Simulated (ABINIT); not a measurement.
# Beyond one shot: ScHO2 (R-3m), part 3 of 3

How far does self-consistency move the gap of ScHO2 (R-3m)?

ABINIT 10.8.3; PBEsol and many-body steps on it, plane waves. Known limits of the many-body steps: not at the basis limit.

So far. Step 10 (evGW, cycle 1): Against G0W0 in ABINIT (4×4×4 mesh, 61 bands, screening to 130.6 eV, Godby-Needs plasmon pole), the gap moves by +1.089 eV. Step 13 (evGW, cycle 2): Against the cycle before, the gap moves by +0.089 eV.

### 14. Screening, 4×4×4 mesh, 61 bands, screening to 130.6 eV

This step: RPA screening on PBEsol, plane waves, norm-conserving pseudopotentials.

Contents of run.abi:

```
acell 3*1.0 Angstrom
rprim 
  1.616589043500 0.933338119408 4.530924155205
  -1.616589043500 0.933338119408 4.530924155205
  0.000000000000 -1.866676238893 4.530924155189
ntypat 3
znucl 21 1 8
natom 4
typat 1 2 3 3
xred 
  0.000000000000 0.000000000000 0.000000000000
  0.500000000000 0.500000000000 0.500000000000
  0.589701000000 0.589701000000 0.589701000000
  0.410299000000 0.410299000000 0.410299000000
pp_dirpath "pseudos"
pseudos "Sc.upf, H.upf, O.upf"
ecut 36
ngkpt 4 4 4
nshiftk 1
shiftk 0 0 0
kptopt 1
chksymbreak 0
istwfk *1
occopt 1
irdwfk 1
optdriver 3
nband 61
ecuteps 4.8
inclvkb 2
awtr 1
symchi 1
gwcalctyp 10
mbpt_sciss 4.025 eV
nqptdm 1
qptdm 
  0 0 0
indata_prefix "in"
outdata_prefix "out"
tmpdata_prefix "tmp"
```

Command:

```sh
$ OMP_NUM_THREADS=1 mpirun -n 8 abinit run.abi > log
```

Numbers of over 12 decimals in the logs are rounded to 6 here.

The program printed:

```text
.Version 10.8.3 of ABINIT. v10.8.2 released Aug 2026.

 Symmetries : space group R-3 m (#166); Bravais hR (rhombohedral)
[... echo of the input left out ...]
== DATASET  1 ==================================================================
-   mpi_nproc: 8, omp_nthreads: 1 (-1 if OMP is not activated)

--- !DatasetInfo
iteration_state: {dtset: 1, }
dimensions: {natom: 4, nkpt: 13, mband: 61, nsppol: 1, nspinor: 1, nspden: 1, mpw: 2864, }
cutoff_energies: {ecut:  36.0, pawecutdg:  -1.0, }
[...]
[... chi0 elements left out ...]
 For q-point:  0.000010 0.000020 0.000030
  dielectric constant =   3.0245
  dielectric constant without local fields =   3.2335

  Average fulfillment of the sum rule on Im[epsilon] for q-point    1 :     60.37  [%]
[... wings left out ...]
== END DATASET(S) ==============================================================
================================================================================

 -outvars: echo values of variables after computation  --------
           etotal      0.0000000000E+00
            nband          61
             nkpt          13
          spgroup         166
 [... the other variables as echoed above ...]

 Calculation completed.
```

It took 4 s on 8 MPI ranks of Arm Neoverse V2, shared host; peak memory 1.6 GiB; 31 s of CPU time.

This step gave:

- ε∞ with local fields, on this mesh, along the program's q direction: 3.025
- the same without local fields: 3.233
- plasma frequency: 28.40 eV
- plane waves in the screening matrix: 135

This screening uses the functional's bands under a rigid shift, the mean opening of the cycle before.

### 15. Screening, 4×4×4 mesh, 61 bands, screening to 130.6 eV

This step: RPA screening on PBEsol from quasiparticle energies, plane waves, norm-conserving pseudopotentials.

run.abi, as its differences from that of step 14:

```diff
@@ -31,7 +31,18 @@
 symchi 1
+irdqps 1
 gwcalctyp 10
-mbpt_sciss 4.025 eV
-nqptdm 1
+nqptdm 12
 qptdm 
-  0 0 0
+  0.2500000000 0.0000000000 0.0000000000
+  0.5000000000 0.0000000000 0.0000000000
+  0.2500000000 0.2500000000 0.0000000000
+  0.5000000000 0.2500000000 0.0000000000
+  -0.2500000000 0.2500000000 0.0000000000
+  0.5000000000 0.5000000000 0.0000000000
+  0.2500000000 0.2500000000 0.2500000000
+  0.5000000000 0.2500000000 0.2500000000
+  -0.2500000000 0.2500000000 0.2500000000
+  0.5000000000 0.5000000000 0.2500000000
+  -0.2500000000 0.5000000000 0.2500000000
+  0.5000000000 0.5000000000 0.5000000000
 indata_prefix "in"
```

Contents of mrgscr.stdin:

```
2
merged
q0_SCR
out_SCR
1
```

Command:

```sh
$ OMP_NUM_THREADS=1 mpirun -n 8 abinit run.abi > log; mrgscr < mrgscr.stdin
```

The program printed:

```text
.Version 10.8.3 of ABINIT. v10.8.2 released Aug 2026.

 Symmetries : space group R-3 m (#166); Bravais hR (rhombohedral)
[... echo of the input left out ...]
== DATASET  1 ==================================================================
-   mpi_nproc: 8, omp_nthreads: 1 (-1 if OMP is not activated)

--- !DatasetInfo
iteration_state: {dtset: 1, }
dimensions: {natom: 4, nkpt: 13, mband: 61, nsppol: 1, nspinor: 1, nspden: 1, mpw: 2864, }
cutoff_energies: {ecut:  36.0, pawecutdg:  -1.0, }
[...]
q-point number  1        q = ( 0.250000, 0.000000, 0.000000) [r.l.u.]
--------------------------------------------------------------------------------
[... chi0 elements left out ...]
  Average fulfillment of the sum rule on Im[epsilon] for q-point    2 :     71.13  [%]

--------------------------------------------------------------------------------
  q-point number  2        q = ( 0.500000, 0.000000, 0.000000) [r.l.u.]
--------------------------------------------------------------------------------
[... chi0 elements left out ...]
  Average fulfillment of the sum rule on Im[epsilon] for q-point    3 :     63.02  [%]

 [... 10 further q-points ...]
```

The job ended after 21 s (8 MPI ranks; peak memory 2 GiB; 2.8 min of CPU time).

Numbers from this step:

| Quantity | Value |
| --- | --- |
| plasma frequency | 28.40 eV |
| plane waves in the screening matrix | 135 |

This screening reads the quasiparticle levels of the cycle before.

### 16. evGW, cycle 3

This step: evGW on PBEsol, plane waves, norm-conserving pseudopotentials.

run.abi, as its differences from that of step 15:

```diff
@@ -25,12 +25,10 @@
 irdwfk 1
-optdriver 3
+optdriver 4
 nband 61
-ecuteps 4.8
-inclvkb 2
-awtr 1
-symchi 1
-irdqps 1
 gwcalctyp 10
-nqptdm 12
-qptdm 
+ecutsigx 36
+symsigma 1
+nkptgw 13
+kptgw 
+  0.0000000000 0.0000000000 0.0000000000
   0.2500000000 0.0000000000 0.0000000000
@@ -47,2 +45,20 @@
   0.5000000000 0.5000000000 0.5000000000
+bdgw 
+  7 16
+  7 16
+  7 16
+  7 16
+  7 16
+  7 16
+  7 16
+  7 16
+  7 16
+  7 16
+  7 16
+  7 16
+  7 16
+ecuteps 4.8
+irdscr 1
+ppmodel 1
+irdqps 1
 indata_prefix "in"
```

Command:

```sh
$ OMP_NUM_THREADS=1 mpirun -n 8 abinit run.abi > log
```

The program printed:

```text
.Version 10.8.3 of ABINIT. v10.8.2 released Aug 2026.

 Symmetries : space group R-3 m (#166); Bravais hR (rhombohedral)
[... echo of the input left out ...]
== DATASET  1 ==================================================================
-   mpi_nproc: 8, omp_nthreads: 1 (-1 if OMP is not activated)

--- !DatasetInfo
iteration_state: {dtset: 1, }
dimensions: {natom: 4, nkpt: 13, mband: 61, nsppol: 1, nspinor: 1, nspden: 1, mpw: 2864, }
cutoff_energies: {ecut:  36.0, pawecutdg:  -1.0, }
[...]
.  kptgw no:  3; Maximum DeltaE = (  -0.005   0.000) for band index: 10
[...]
.  kptgw no: 12; Maximum DeltaE = (  -0.004   0.000) for band index:  1
.  kptgw no: 13; Maximum DeltaE = (  -0.004   0.000) for band index:  1

== END DATASET(S) ==============================================================
================================================================================

 -outvars: echo values of variables after computation  --------
           etotal      0.0000000000E+00
            nband          61
             nkpt          13
          spgroup         166
 [... the other variables as echoed above ...]

 Calculation completed.
```

Elapsed: 52 s, on 8 MPI ranks; peak memory 3.3 GiB; 6.9 min of CPU time.

Numbers from this step:

| Quantity | Value |
| --- | --- |
| quasiparticle gap on the mesh | 7.822 eV |
| gap of the density functional on the mesh | 4.075 eV |
| k of the valence top | 0, 0, 0 |
| k of the conduction bottom | 0.5, 0.5, 0 |
| least direct quasiparticle gap on the computed points | 8.389 eV |

Against the cycle before, the gap moves by +0.009 eV.

### 17. The runs together

Times are wall times on 8 MPI ranks of Arm Neoverse V2, shared host, good to a factor of about two. A run's time includes the screening step that it read.

| run | mesh | bands | screening cutoff (eV) | DFT gap (eV) | gap on the mesh (eV) | direct (eV) | ε∞ used | time |
| --- | --- | --- | --- | --- | --- | --- | --- | --- |
| G0W0 | 4×4×4 | 61 | 130.6 | 4.075 | 6.635 | 7.187 | 3.93 | 30 s |
| evGW0, cycle 1 | 4×4×4 | 61 | 130.6 | 4.075 | 7.211 | 7.734 | 3.93 | 75 s |
| evGW0, cycle 2 | 4×4×4 | 61 | 130.6 | 4.075 | 7.120 | 7.671 | 3.93 | 75 s |
| evGW0, cycle 3 | 4×4×4 | 61 | 130.6 | 4.075 | 7.111 | 7.655 | 3.93 | 75 s |
| evGW, cycle 1 | 4×4×4 | 61 | 130.6 | 4.075 | 7.724 | 8.289 | 3.14 | 77 s |
| evGW, cycle 2 | 4×4×4 | 61 | 130.6 | 4.075 | 7.813 | 8.380 | 3.04 | 78 s |
| evGW, cycle 3 | 4×4×4 | 61 | 130.6 | 4.075 | 7.822 | 8.389 | 3.02 | 77 s |

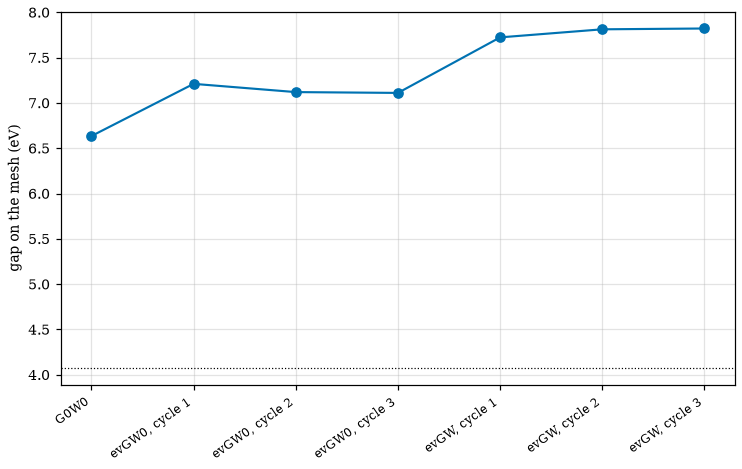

The gap through the cycles; the dotted line is the starting gap.

### 18. What came out

```
G0W0           : 6.635 eV
evGW0, cycle 1 : 7.211 eV
evGW0, cycle 2 : 7.120 eV
evGW0, cycle 3 : 7.111 eV
evGW, cycle 1  : 7.724 eV
evGW, cycle 2  : 7.813 eV
evGW, cycle 3  : 7.822 eV
known limits   : not at the basis limit
```

What this shows: Only the bands that the input lists are updated; the others, empty or deep, keep the functional's energies or take a rigid shift. The evGW loop starts from the last levels of evGW0, so its cycles and time come on top of those. evGW0 ends at 7.11 eV, +0.48 eV from G0W0, after 3 cycles that took 2.6 min beside the first screening; the last moved the gap by 0.009 eV. evGW ends at 7.82 eV, +1.19 eV from G0W0, after 3 cycles that took 3.9 min beside the first screening; the last moved the gap by 0.009 eV. The first cycle of evGW0 takes the full correction, without the factor Z, so it overshoots the one-shot value. Bands and cutoff are finite, so the gap is not at the basis limit. The miss can reach some tenths of an eV and take either sign; the mesh is an error of its own. A denser mesh or path gives a starting gap of 3.96 eV: the GW mesh misses a band edge, so its gaps are not the fundamental one. In the updated screening the q = 0 part is built from Kohn-Sham bands under a rigid shift, the other q from the quasiparticle levels.

[Paths, hosts, dates, memory and timing lines, banners, echoed tables and standing remarks are left out of the program output.]

[Logs are printed without paths, hosts, clocks, repeated set-up lines and the standing remarks that a program may print on its own settings, such as how far it seeks lower states.]

[Runs of the session that timed out or met a known fault of the program may be left out.]

[Hosts, paths, dates, database ids (printed as entryN), source tags and the programs' standing remarks are cut or masked in the printed files.]

[G0W0 gaps are taken among the corrected bands and points alone; a level outside them can change the order at an edge.]

[Where Ansatz stands beside ABINIT at settings called matched, ABINIT's density can come from a denser mesh and the files from another edition; pairs whose starting gaps differed by over 0.03 eV were left out, so agreement reads better than it is.]
